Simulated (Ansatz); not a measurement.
Pair distribution function (total) of Al (fcc), cell Al32, begun in the crystal structure, held near 4 GPa [in the run: it stayed crystalline; mean temperature 292 K (target 300 K); density 2.86 g/cm³, volume -6 % from the start crystal's; 2×2×2 k-points, which a denser mesh shifts by -0.6 GPa in pressure and 0.06 eV/Å in forces], from MD at 292 K. Method: r2SCAN (plane waves, PAW; Ansatz, an electronic-structure program). Volume per atom 15.66 Å³, mean pressure 3.9 GPa. 

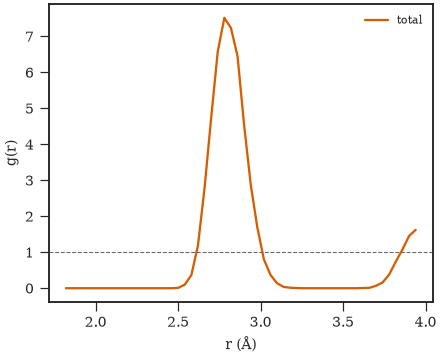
Figure: Pair distribution from the trajectory

### Question
State the position and height of the first peak of the total curve, where the first shell ends and the number of neighbours in it.

### Answer
first peak at 2.80 Å with height 7.5; g is nil from 3.2 to 3.6 Å, so any cut there serves; 12.0 neighbours in the shell, from n = 4πρ∫r²g(r)dr.
